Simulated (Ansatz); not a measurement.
# CH₄O₂Zn···HF: what the fields show

```xyz
10

Zn   -0.9812   -0.4447    0.7864
O     0.7970   -0.1567    0.3696
C     1.3835   -0.6643   -0.8015
O    -2.6286   -0.8365    1.3122
H     0.3505    2.0524    0.2430
F    -0.4245    2.5386    0.2467
H     2.4471   -0.3602   -0.8334
H     0.9124   -0.2823   -1.7322
H     1.3668   -1.7713   -0.8562
H    -3.2229   -0.0748    1.2654
```

Not at a stationary point (largest force 1.3 eV/Å).

Level of theory: RKS B3LYP-D4/def2-SVP in Ansatz 0.2.0.

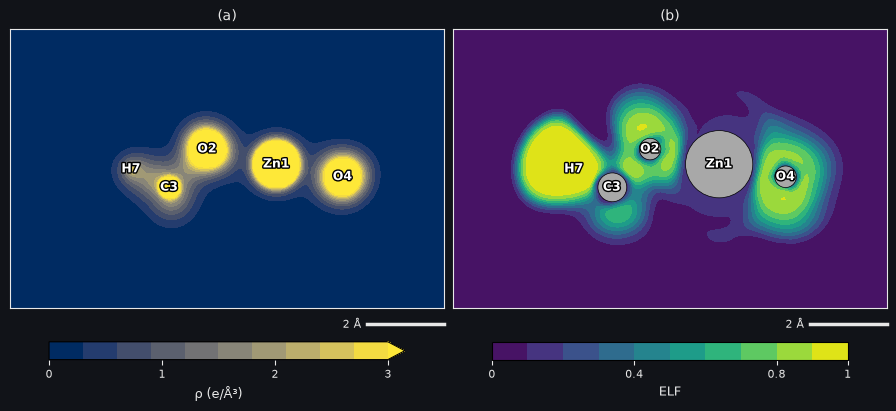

Figure 1. (a) electron density; (b) electron localisation function on the plane of atoms O2, C3 and H7. Grey discs cover the atomic cores in the ELF map.

What do the fields say about this system?

- The section cuts through Zn, O, C and H sites.
- C–O (1.40 Å): the density is about 2.1 e/Å³ at the midpoint, with its minimum of 1.8 e/Å³ about 0.5 Å from C; the ELF peaks at about 0.90 between the atoms (a polar covalent bond).
- Zn–O (1.77 Å): ρ is about 0.88 e/Å³ halfway; the ELF peaks at about 0.80 in the valence shell of O, 0.6 Å from its nucleus, and is about 0.20 at the midpoint.
- Zn–O (1.85 Å): ρ is about 0.73 e/Å³ halfway; the ELF peaks at about 0.85 in the valence shell of O, 0.6 Å from its nucleus, and is about 0.20 at the midpoint.
- C–H (1.11 Å): ρ at the midpoint is about 1.9 e/Å³; the ELF climbs to about 1 towards the hydrogen, as it does in any bond to H; a covalent bond by its length.
- The ELF also peaks beside O4 and O2, away from the bonds: lone-pair regions.

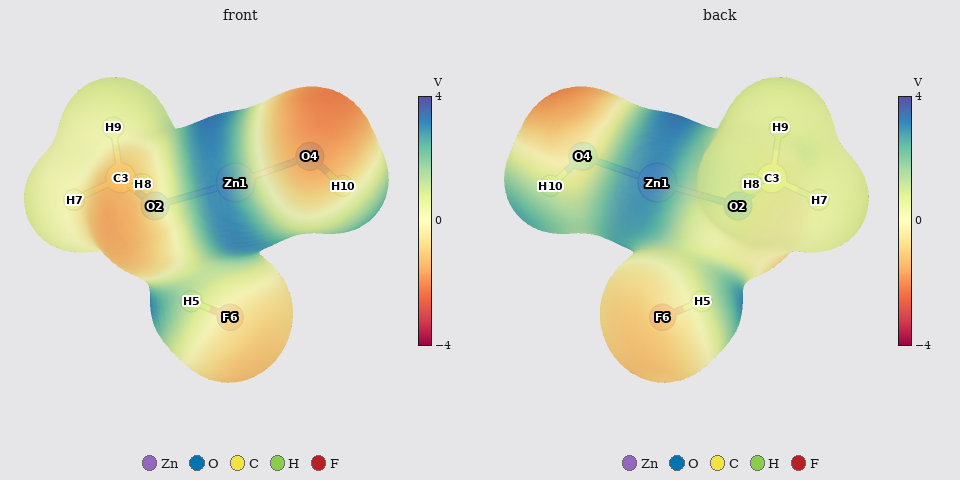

Figure 2. The molecular electrostatic potential painted on the density surface at 0.004 e/bohr³, seen from the front and from behind; red is negative and blue positive.

Where is the surface potential most negative and most positive?

The most negative region (about −2.1 V) lies over O4, the most positive (about +3.3 V) over Zn1. O4 is the likeliest acceptor of a hydrogen bond.

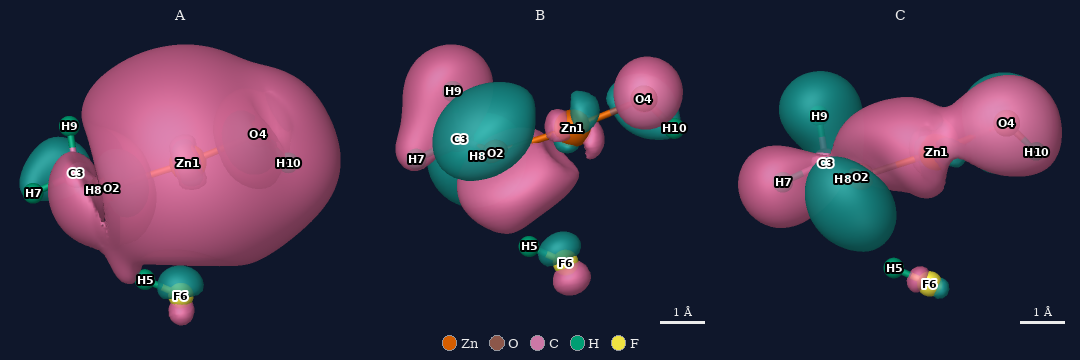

Figure 3. Three frontier orbitals at ±0.05 Å⁻³ᐟ² (teal and pink are the two phases), in no order.

Which picture is the HOMO−1, the HOMO and the LUMO?

C is the HOMO−1 (−7.59 eV). It lies mainly on O2 (about 40 %), O4 (about 30 %), Zn1 (about 10 %) and C3 (about 10 %); largely a combination of lone pairs on O2 and O4. B is the HOMO (−7.19 eV). By Hirshfeld shares it lies mainly on O2 (about 60 %), C3 (about 10 %) and H8 (about 10 %). A is the LUMO (−1.32 eV). Its weight (Hirshfeld) is mainly on Zn1 (about 60 %), O4 (about 15 %) and O2 (about 10 %).

What is the HOMO–LUMO gap?

5.87 eV between the orbital energies.
